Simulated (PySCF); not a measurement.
C$_{3}$H$_{3}$F$_{3}$S$_{2}$: excited-state calculation

C$_{3}$H$_{3}$F$_{3}$S$_{2}$, computed with TDDFT PBE0/def2-SVPD, vertical, gas phase, core orbitals frozen in the response (PySCF 2.14.0).

The geometry comes from this level: GFN2-xTB.

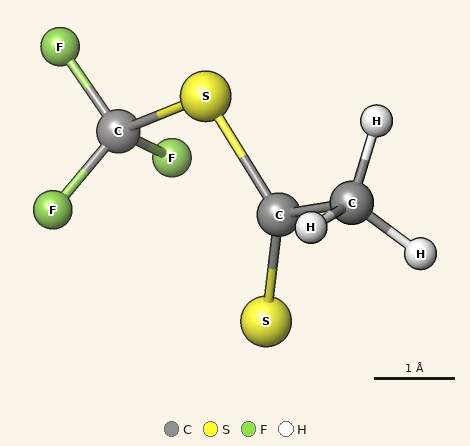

Figure 1. The input geometry (ball-and-stick view, seen at a tilt). Bond lengths as drawn: C–C 1.49 Å, C–F 1.33 Å, C–H 1.09 Å and C–S 1.61 to 1.84 Å.

Key numbers

- outcome: converged
- total energy: −1210.797762 hartree
- HOMO: −6.90 eV
- LUMO: −2.49 eV
- dipole moment: 2.77 D
- mean polarisability: 82.56 a.u.
- lowest singlet excitation: 2.67 eV
- hardware: 1 CPU thread, shared host
- wall time: 50 s
- peak memory: 0.87 GiB

Input
```
{"job": {"kind": "uv", "xc": "PBE0", "basis": "def2-SVPD", "nstates": 6, "ntriplets": 2}, "charge": 0, "multiplicity": 1}
C     -2.056094     0.276608    -0.078536
C     -0.672271    -0.251457    -0.201281
S     -0.277063    -1.607602    -0.983506
S      0.492483     0.824271     0.602860
C      2.110507     0.017648     0.261480
F      2.183501    -1.205329     0.766502
F      3.059213     0.750646     0.837020
F      2.378574    -0.045060    -1.035363
H     -2.176137     0.865415     0.828962
H     -2.269200     0.922963    -0.931887
H     -2.768087    -0.545433    -0.092214
```

The first line tells a small driver script what to run in PySCF; the rest is the geometry in Å.

Launch command:
```bash
OMP_NUM_THREADS=1 python <driver script> task.json out
```

The program's output
```
coarse grid: 11624 points
cycle   1  E = -1210.5068138514  dE =  1.281e+00  |g| = 9.005e-01  |ddm| = 4.683e+00
cycle   2  E = -1210.2228622252  dE =  2.840e-01  |g| = 1.517e+00  |ddm| = 2.408e+00
cycle   3  E = -1210.6628368777  dE = -4.400e-01  |g| = 1.825e-01  |ddm| = 1.697e+00
cycle   4  E = -1210.6702680855  dE = -7.431e-03  |g| = 9.041e-02  |ddm| = 3.599e-01
cycle   5  E = -1210.6725431015  dE = -2.275e-03  |g| = 1.893e-02  |ddm| = 1.379e-01
cycle   6  E = -1210.6726280326  dE = -8.493e-05  |g| = 4.499e-03  |ddm| = 3.192e-02
cycle   7  E = -1210.6726333796  dE = -5.347e-06  |g| = 1.226e-03  |ddm| = 8.311e-03
final grid: 108048 points
cycle   8  E = -1210.7977372157  dE = -2.198e-05  |g| = 9.939e-03  |ddm| = 7.178e-02
cycle   9  E = -1210.7976787002  dE =  5.852e-05  |g| = 1.770e-02  |ddm| = 3.264e-02
cycle  10  E = -1210.7977598300  dE = -8.113e-05  |g| = 2.813e-03  |ddm| = 2.363e-02
cycle  11  E = -1210.7977620501  dE = -2.220e-06  |g| = 3.093e-04  |ddm| = 4.239e-03
cycle  12  E = -1210.7977620685  dE = -1.844e-08  |g| = 1.075e-04  |ddm| = 5.296e-04
cycle  13  E = -1210.7977620708  dE = -2.300e-09  |g| = 3.152e-05  |ddm| = 1.835e-04
cycle  14  E = -1210.7977620711  dE = -2.424e-10  |g| = 5.892e-06  |ddm| = 5.633e-05
```

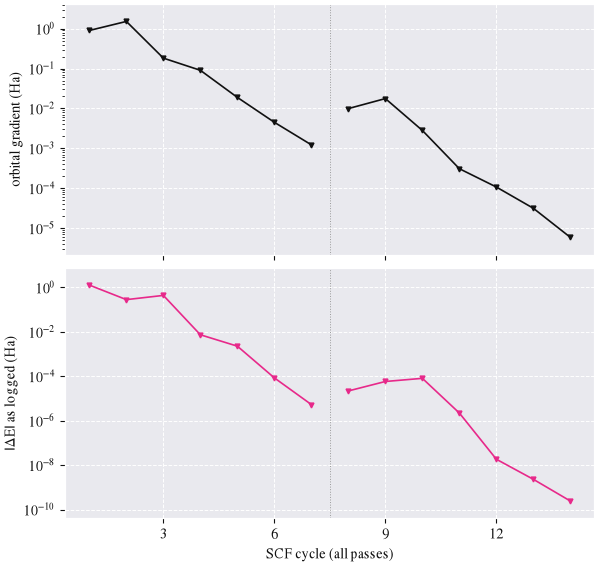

Figure 2. Convergence of the self-consistent field: orbital gradient and size of the energy change against the SCF cycle. The dotted line marks the change from a coarse to the final integration grid. The first 7 cycles use a coarse grid, the final grid takes over at cycle 8, and the field converges after 14 cycles in all.

```
converged SCF energy = -1210.7977620711

Static polarisability (au): isotropic 82.558, principal 58.674 87.851 101.151

Singlet excitations
state   eV       nm        f      main configurations
  1   2.6717    464.1   0.00001   H->L 1.00
  2   4.6227    268.2   0.08208   H-1->L 0.76, H->L+1 0.20
  3   5.3728    230.8   0.11779   H->L+1 0.78, H-1->L 0.17
  4   5.7165    216.9   0.00038   H-1->L+1 0.97
  5   6.2257    199.1   0.08532   H->L+2 0.93
  6   6.3529    195.2   0.00115   H-3->L 0.95

Triplet excitations (Tamm-Dancoff, eV): 2.2266 2.9597
```

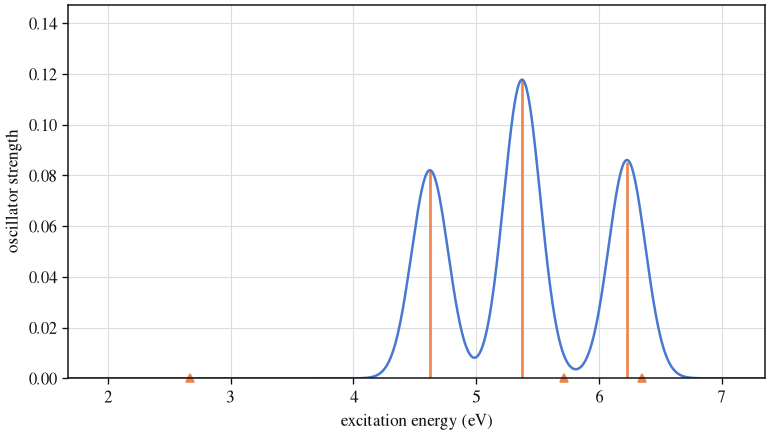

Figure 3. Computed excitations as sticks (degenerate states added up, dark ones marked on the axis), with a Gaussian envelope of 0.35 eV full width at half maximum, scaled to the tallest. Of the 6 states the lowest lies at 2.67 eV (f = 0.000); the strongest line is at 5.37 eV, or 231 nm (f = 0.118).

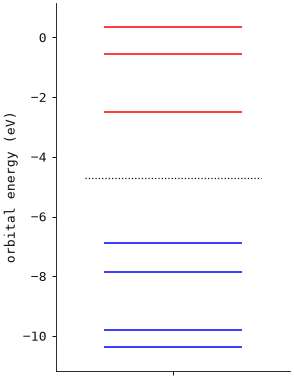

Figure 4. Orbital energies near the frontier; the dotted line parts filled from empty levels, and levels within 0.02 eV of each other stand side by side. Highest filled −6.90 eV, lowest empty −2.49 eV, 4.41 eV apart.
